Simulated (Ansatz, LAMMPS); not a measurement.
# Gap against volume in glassy 29TiO2-71Al2O3 (mol %) (137 atoms)

Density of this cell: 3.12 g/cm³. The cell holds 137 atoms: 9 Ti, 44 Al and 84 O. Cell: a = 11.799 Å, b = 11.608 Å, c = 11.503 Å, α = 88.0°, β = 89.4°, γ = 89.6°. The starting structure: 137 atoms (9 Ti, 44 Al, 84 O) placed at random at 3.12 g/cm³, melted at 4000 K for 10 ps at fixed volume with the Morse and Coulomb pair potential with partial charges (Pedone, Malavasi, Menziani, Cormack and Segre, J. Phys. Chem. B 110, 11780 (2006)). Quenched from 4000 K to 300 K at 1000 K/ps and fixed volume, held 10 ps at zero pressure.

Calculated with Ansatz 0.2.0: Kohn-Sham DFT, PBE, PAW (set soft_2), plane waves; cutoff 420 eV, Γ point, fixed occupations. The relaxed cell was scaled evenly and the atoms were relaxed at each volume. The gap is that between the highest filled and the lowest empty Kohn-Sham level on the run's k-points.

| volume (Å³/atom) | gap (eV) |
| --- | --- |
| 10.342 | 2.233 |
| 10.802 | 2.604 |
| 11.146 | ? |
| 11.491 | 2.102 |
| 11.836 | 2.081 |
| 12.181 | 1.980 |

**Question.** Fit a straight line in ln V to the rows given and interpolate to the withheld row.

Worked fit:

A volume deformation potential makes the spacing linear in u = ln(V/V0), with V0 = 11.491 Å³ the relaxed volume; v is the spacing.

| u = ln(V/V0) | v (eV) |
| --- | --- |
| -0.105361 | 2.2326 |
| -0.0618745 | 2.6036 |
| 0 | 2.1021 |
| 0.0295590 | 2.0809 |
| 0.0582690 | 1.9803 |

With n = 5: mean u = -0.0158814, mean v = 2.1999, Σ(u − ū)² = 0.017937, Σ(u − ū)(v − v̄) = -0.044737. Slope b = -0.044737 / 0.017937 = -2.4941; intercept a = v̄ − b ū = 2.1603.

At the withheld volume u = -0.03046, and v = a + b u.

Prediction at 11.146: 2.236 eV. The run gave 2.075 eV, so the fit is high by 0.16 eV (7.8 % of the value).

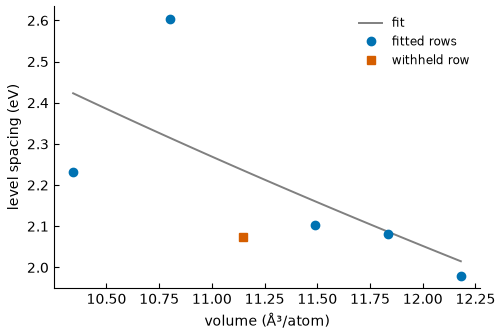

The fit, the rows that it rests on and the withheld row.

The rows follow a line only loosely (correlation 0.64 in size over all rows, under the 0.97 asked here), so the slope of -2.49 eV is a mean trend and no deformation potential. Among the rows given, the largest miss of the fit is at 10.802, by 0.29 eV (46 % of the range of the table).

Limits: The table spans 16 % in volume, wide for a linear law. Semilocal functionals tend to put gaps under measured ones. Only the Γ point is sampled. Atoms move by up to 1.1 Å in these relaxations, so the structure changes along the series. Defect or tail levels can set the spacing of a disordered cell.

[Hosts, paths, dates, database ids (printed as entryN), source tags and the programs' standing remarks are cut or masked in the printed files.]
